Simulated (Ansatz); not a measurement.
Cl2HfO···HBr

| atom | x (Å) | y (Å) | z (Å) |
| --- | --- | --- | --- |
| Hf | -0.1370 | 1.0452 | 0.3385 |
| Br | -1.0253 | -2.6534 | -1.5404 |
| O | 1.0899 | 0.0007 | -0.3798 |
| H | 0.2028 | -1.9595 | -1.0895 |
| Cl | 0.5228 | 3.3201 | 0.1598 |
| Cl | -0.6533 | 0.2468 | 2.5114 |

Core potentials replace the inner electrons of Hf; not at a stationary point (largest force 1.0 eV/Å).

Theory: RKS B3LYP-D4/def2-SVP in Ansatz.

Q: What can the converged electron density and electron localisation function tell about the bonding?

A: Hf–Cl (2.37 Å): ρ at the midpoint is about 0.54 e/Å³; the ELF peaks at about 0.85 in the valence shell of Cl, 0.8 Å from its nucleus, and is about 0.30 at the midpoint.

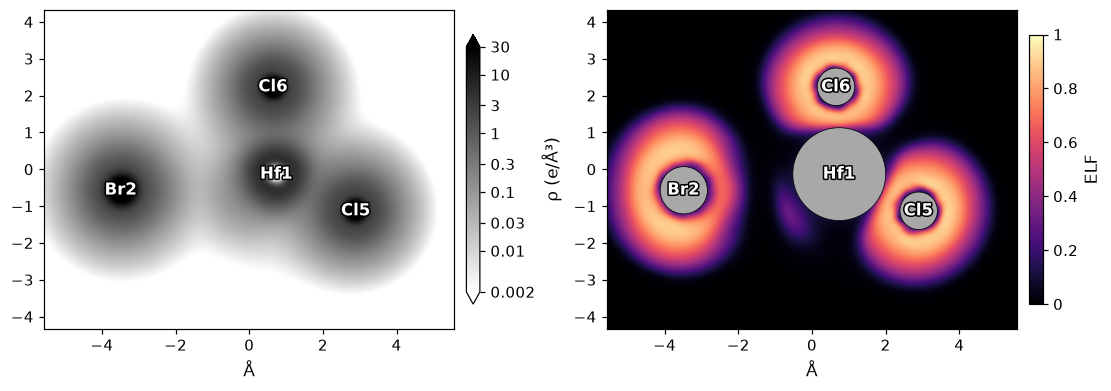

Computed electron density and electron localisation function on the plane of atoms Cl5, Hf1 and Cl6, in this order. Grey discs cover the atomic cores in the ELF map. 
